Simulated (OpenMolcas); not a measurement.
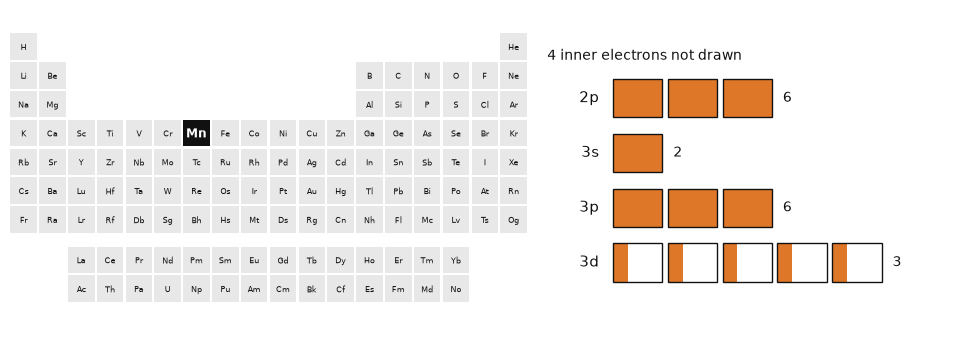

Figure 1. Left, the place of manganese in the periodic table; right, the outer shells of the leading configuration of the lowest level: a box for each of the 2l + 1 orbitals, shaded by the share of the shell that is filled, with the electron count at the right.

## Mn⁴⁺ complex: multiconfigurational calculation (part 1 of 2)

- system: Mn⁴⁺ with 6 ligands (Cl; octahedron, 2.29 Å), embedded in Cs2ZrCl6 by model potentials and point charges, whose field is part of the energies.
- method: state-averaged CASSCF, active space 3 electrons in the shell 3d, basis ANO-RCC-VTZP on the metal and ANO-RCC-VDZP on the ligands, DKH2 scalar Hamiltonian, spin-orbit coupling by RASSI with atomic mean-field integrals (OpenMolcas)

## Results in brief

- outcome: converged
- energy of the lowest spin-free term: −3923.07886 hartree
- energy of the lowest spin-orbit level: −3923.07892 hartree
- largest spread among components of a term: 0.0 cm⁻¹
- hardware: 1 thread of Arm Neoverse V1, 24 GiB of memory available, shared host
- wall time: 50 s
- peak memory: 0.2 GiB

## Remarks

Without dynamic correlation the splittings between terms come out too large, often by 20 to 50 %. Limits: covalent bonds, ligand orbitals missing from the active space; the geometry is set by hand, with no relaxation.

## Input
```
&GATEWAY
Basis set
Mn.ANO-RCC-VTZP.
Mn1 0.0 0.0 0.0 Angstrom
End of basis
Basis set
Cl.ANO-RCC-VDZP.
L1 2.290000 0.000000 0.000000 Angstrom
L2 0.000000 2.290000 0.000000 Angstrom
L3 0.000000 0.000000 2.290000 Angstrom
End of basis
Basis set
Cs.EMB-AIMP.Seijo.0s.0s.ECP.Cs2ZrCl6.
PseudoCharge
* 4 symmetry-unique lattice sites within 7.6 angstrom
End of basis
Basis set
Cl.EMB-AIMP.Seijo.0s.0s.ECP.Cs2ZrCl6.
PseudoCharge
* 12 symmetry-unique lattice sites within 7.6 angstrom
End of basis
Basis set
Zr.EMB-AIMP.Seijo.0s.0s.ECP.Cs2ZrCl6.
PseudoCharge
* 6 symmetry-unique lattice sites within 7.6 angstrom
End of basis
Symmetry
XYZ
AngMom=0.0 0.0 0.0
AMFI
RICD
XField
1385 Angstrom 0
* Evjen-weighted lattice charges
&SEWARD
&RASSCF
FileOrb=start.orb
Symmetry=1
Spin=4
nActEl=3 0 0
Inactive=30 33
Ras2=5 0
CIRoot=10 10 1
SDav=10
CIMx=300
Iter=150 100
PrWF=0.3
OrbListing=Nothing
MaxOrb=0
LevShft=1.0
>>> COPY $Project.JobIph JOB001
&RASSCF
FileOrb=start.orb
Symmetry=1
Spin=2
nActEl=3 0 0
Inactive=30 33
Ras2=5 0
CIRoot=40 40 1
SDav=40
CIMx=300
Iter=150 100
PrWF=0.3
OrbListing=Nothing
MaxOrb=0
LevShft=1.0
>>> COPY $Project.JobIph JOB002
&RASSI
NrOfJobIphs=2 10 40
1 2 3 4 5 6 7 8 9 10
1 2 3 4 5 6 7 8 9 10 11 12 13 14 15 16 17 18 19 20 21 22 23 24 25 26 27
28 29 30 31 32 33 34 35 36 37 38 39 40
IphNames
JOB001
JOB002
EJob
SpinOrbit
DIPRint=1.0
SOCoupling=1000.0
Subsets=2
Property=9
'ANGMOM' 1 'ANGMOM' 2 'ANGMOM' 3 'MLTPL  1' 1 'MLTPL  1' 2 'MLTPL  1' 3
'AMFI' 1 'AMFI' 2 'AMFI' 3
SOProperty=3
'ANGMOM' 1 'ANGMOM' 2 'ANGMOM' 3
```

The file start.orb holds starting orbitals from an earlier step. A driver script formed the levels outside the program, from RASSI's spin-orbit matrix and the active-space energies, averaged over the components of each term or state.

Command:
```bash
OMP_NUM_THREADS=1 MOLCAS_MEM=2457 MOLCAS_PROJECT=a pymolcas a.inp > a.log  # once for each step of the input, in one work folder
```

## Output (extracts)
```
--- SEWARD ---
Basis set label: MN.ANO-RCC...6S5P3D2F1G.

      Electronic valence basis set:
      ------------------
      Associated Effective Charge  25.000000 au
      Associated Actual Charge     25.000000 au
      Nuclear Model: Point charge

      Shell  nPrim  nBasis  Cartesian Spherical Contaminant
         s      21       6        X
         p      15       5        X
         d      10       3                 X
         f       6       2                 X
         g       4       1                 X
                  Relativistic Douglas-Kroll-Hess integrals:
                    - DKH order of Hamiltonian: 2
                    - DKH order of Properties : 0
                  Atomic mean-field integrals
--- RASSCF ---
Wave function specifications:
      -----------------------------

      Number of closed shell electrons         126
      Number of electrons in active shells       3
      Max number of holes in RAS1 space          0
      Max nr of electrons in RAS3 space          0
      Number of inactive orbitals               63
      Number of active orbitals                  5
      Number of secondary orbitals              99
      Spin quantum number                      1.5
      State symmetry                             1
Orbital specifications:
      -----------------------

      Symmetry species                           1   2
                                                ag  au
      Frozen orbitals                            0   0
      Inactive orbitals                         30  33
      Active orbitals                            5   0
      RAS1 orbitals                              0   0
      RAS2 orbitals                              5   0
      RAS3 orbitals                              0   0
      Secondary orbitals                        49  50
      Deleted orbitals                           0   0
      Number of basis functions                 84  83
      Number of CSFs                            10
      Number of root(s) required                10
      Iter CI   SX   CI       RASSCF       Energy    max ROT     max BLB   max BLB  Level Ln srch  Step   QN
          iter iter root      energy       change     param      element    value   shift minimum  type update
 Nr of preliminary CI iterations:   1
      Total energies have been shifted. Add                -3000.00 au
        1   1   12    0  -921.38309252    0.00E+00  -1.06E-01*   6  46 2 -5.07E-01*  1.82   0.00    SX    NO
        2   1   13    0  -922.31610473   -9.33E-01* -1.04E-01*  11  34 2  2.41E-01*  1.41   0.00    SX    NO
        3   1   13    0  -922.70407845   -3.88E-01* -9.65E-02   30  33 1  1.64E-01*  1.12   0.00    SX    NO
        4   1   13    0  -922.86230456   -1.58E-01*  6.26E-02   30  33 1  1.01E-01*  0.91   0.00    SX    NO
        5   1   14    0  -922.91875821   -5.65E-02*  5.10E-02   30  33 1  5.80E-02*  0.82   2.04    LS   YES
        6   1   14    0  -922.93913736   -2.04E-02*  2.99E-02   11  44 2  2.95E-02*  0.74   1.29    QN   YES
        7   1   13    0  -922.95254324   -1.34E-02*  2.52E-02    6  46 2 -2.23E-02*  0.76   1.46    QN   YES
        8   1   12    0  -922.95682294   -4.28E-03*  1.34E-02    8  36 1 -7.72E-03*  0.75   1.39    QN   YES
        9   1   12    0  -922.95813676   -1.31E-03* -1.15E-02   30  33 1  6.26E-03*  0.76   1.58    QN   YES
       10   1   12    0  -922.95876174   -6.25E-04* -6.54E-03   21  32 1  3.44E-03*  0.75   1.56    QN   YES
       11   1   11    0  -922.95902756   -2.66E-04* -3.67E-03    8  36 1  2.30E-03*  0.75   1.45    QN   YES
       12   1   11    0  -922.95911331   -8.57E-05* -1.38E-03    8  36 1  1.54E-03*  0.75   1.41    QN   YES
       13   1   10    0  -922.95913579   -2.25E-05*  3.99E-04    8  36 1  6.42E-04*  0.75   1.32    QN   YES
       14   1    9    0  -922.95913991   -4.12E-06* -1.51E-04   30  82 1  2.58E-04*  0.75   1.33    QN   YES
       15   1    8    0  -922.95914067   -7.55E-07* -6.77E-05   33  36 2  9.87E-05   0.75   1.36    QN   YES
       16   1    7    0  -922.95914082   -1.57E-07* -2.67E-05   33  36 2  4.00E-05   0.75   1.34    QN   YES
       17   1    7    0  -922.95914086   -3.20E-08*  1.30E-05   33  46 2 -2.02E-05   0.75   1.31    QN   YES
       18   1    6    0  -922.95914086   -5.50E-09   4.40E-06   33  78 2  7.17E-06   0.75   1.23    QN   YES
      Convergence after 18 iterations
       19   1    6    0  -922.95914086   -6.98E-10   4.40E-06   24  36 1 -2.39E-06   0.75   1.23    QN   YES
      Natural orbitals and occupation numbers for root  1
      sym 1:  -0.000000   1.000000   0.000000   1.000000   1.000000
      Natural orbitals and occupation numbers for root  2
      sym 1:   0.000001   1.000000   0.999999   0.999999   0.000001
      Natural orbitals and occupation numbers for root  3
      sym 1:   0.999954   1.000000   0.000046   0.000046   0.999954
::    RASSCF root number  1 Total energy:  -3923.07885532
::    RASSCF root number  2 Total energy:  -3923.00056793
::    RASSCF root number  3 Total energy:  -3923.00056792
::    RASSCF root number  4 Total energy:  -3923.00056792
::    RASSCF root number  5 Total energy:  -3922.96159181
::    RASSCF root number  6 Total energy:  -3922.96159181
::    RASSCF root number  7 Total energy:  -3922.96159181
::    RASSCF root number  8 Total energy:  -3922.87535803
::    RASSCF root number  9 Total energy:  -3922.87535803
::    RASSCF root number 10 Total energy:  -3922.87535803
--- RASSCF ---
Wave function specifications:
      -----------------------------

      Number of closed shell electrons         126
      Number of electrons in active shells       3
      Max number of holes in RAS1 space          0
      Max nr of electrons in RAS3 space          0
      Number of inactive orbitals               63
      Number of active orbitals                  5
      Number of secondary orbitals              99
      Spin quantum number                      0.5
      State symmetry                             1
Orbital specifications:
      -----------------------

      Symmetry species                           1   2
                                                ag  au
      Frozen orbitals                            0   0
      Inactive orbitals                         30  33
      Active orbitals                            5   0
      RAS1 orbitals                              0   0
      RAS2 orbitals                              5   0
      RAS3 orbitals                              0   0
      Secondary orbitals                        49  50
      Deleted orbitals                           0   0
      Number of basis functions                 84  83
      Number of CSFs                            40
      Number of root(s) required                40
      Iter CI   SX   CI       RASSCF       Energy    max ROT     max BLB   max BLB  Level Ln srch  Step   QN
          iter iter root      energy       change     param      element    value   shift minimum  type update
 Nr of preliminary CI iterations:   1
      Total energies have been shifted. Add                -3000.00 au
        1   1   11    0  -922.86202493    0.00E+00  -1.39E-02   34  40 1 -1.61E-02*  0.79   0.00    SX    NO
        2   1   11    0  -922.86369489   -1.67E-03*  5.89E-03   26  34 1 -7.37E-03*  0.79   0.00    SX    NO
        3   1   11    0  -922.86423115   -5.36E-04* -3.77E-03   26  34 1 -4.22E-03*  0.79   0.00    SX    NO
        4   1   10    0  -922.86444002   -2.09E-04* -2.24E-03   26  34 1 -3.42E-03*  0.79   0.00    SX    NO
        5   1   10    0  -922.86452905   -8.90E-05* -3.30E-03   26  34 1 -2.07E-03*  0.79   2.50    LS   YES
        6   1   10    0  -922.86458761   -5.86E-05* -1.48E-03   19  46 2  3.06E-03*  0.78   1.18    QN   YES
        7   1   10    0  -922.86460181   -1.42E-05* -5.68E-04   19  46 2 -1.22E-03*  0.79   0.78    QN   YES
        8   1    9    0  -922.86460601   -4.20E-06* -4.37E-04   22  36 1 -2.92E-04*  0.78   1.51    QN   YES
        9   1    8    0  -922.86460765   -1.63E-06* -2.51E-04   23  33 1 -3.25E-04*  0.78   1.58    LS   YES
       10   1    9    0  -922.86460784   -1.90E-07* -1.62E-04   23  33 1 -3.98E-04*  0.78   0.84    QN   YES
       11   1    8    0  -922.86460825   -4.09E-07* -1.76E-04   23  33 1 -2.18E-04*  0.78   2.09    LS   YES
       12   1    8    0  -922.86460841   -1.65E-07*  1.27E-04   19  46 2 -1.93E-04*  0.78   1.08    QN   YES
       13   1    8    0  -922.86460853   -1.21E-07*  1.63E-04   19  46 2 -1.09E-04*  0.78   2.29    LS   YES
       14   1    7    0  -922.86460859   -5.62E-08* -3.24E-05   22  36 1  6.33E-05   0.78   1.00    QN   YES
       15   1    7    0  -922.86460861   -1.88E-08*  2.10E-05   22  58 1 -3.02E-05   0.78   1.64    QN   YES
       16   1    5    0  -922.86460861   -6.90E-09  -8.40E-06   23  39 1  8.65E-06   0.78   1.18    QN   YES
      Convergence after 16 iterations
       17   1    5    0  -922.86460862   -9.00E-10  -8.40E-06   22  36 1 -3.87E-06   0.78   1.18    QN   YES
      Natural orbitals and occupation numbers for root  1
      sym 1:   0.968534   0.980002   0.033014   1.010271   0.008179
      Natural orbitals and occupation numbers for root  2
      sym 1:   1.004004   0.992536   0.008179   0.962267   0.033014
      Natural orbitals and occupation numbers for root  3
      sym 1:   0.965477   0.997818   0.017202   0.995937   0.023566
::    RASSCF root number  1 Total energy:  -3922.98379541
::    RASSCF root number  2 Total energy:  -3922.98379541
::    RASSCF root number  3 Total energy:  -3922.97958112
::    RASSCF root number  4 Total energy:  -3922.97958112
::    RASSCF root number  5 Total energy:  -3922.97958112
::    RASSCF root number  6 Total energy:  -3922.94511881
::    RASSCF root number  7 Total energy:  -3922.94511881
::    RASSCF root number  8 Total energy:  -3922.94511881
::    RASSCF root number  9 Total energy:  -3922.92650790
::    RASSCF root number 10 Total energy:  -3922.92508793
::    RASSCF root number 11 Total energy:  -3922.92508793
::    RASSCF root number 12 Total energy:  -3922.92508793
::    RASSCF root number 13 Total energy:  -3922.91499481
::    RASSCF root number 14 Total energy:  -3922.91499480
::    RASSCF root number 15 Total energy:  -3922.91499480
::    RASSCF root number 16 Total energy:  -3922.90129785
::    RASSCF root number 17 Total energy:  -3922.90129785
::    RASSCF root number 18 Total energy:  -3922.89689533
::    RASSCF root number 19 Total energy:  -3922.89689533
::    RASSCF root number 20 Total energy:  -3922.89689533
::    RASSCF root number 21 Total energy:  -3922.85660886
::    RASSCF root number 22 Total energy:  -3922.85660886
::    RASSCF root number 23 Total energy:  -3922.85660886
::    RASSCF root number 24 Total energy:  -3922.84920956
::    RASSCF root number 25 Total energy:  -3922.83076800
::    RASSCF root number 26 Total energy:  -3922.83076800
::    RASSCF root number 27 Total energy:  -3922.83076800
::    RASSCF root number 28 Total energy:  -3922.82563504
::    RASSCF root number 29 Total energy:  -3922.82563504
::    RASSCF root number 30 Total energy:  -3922.82563504
```

(Continued in part 2.)
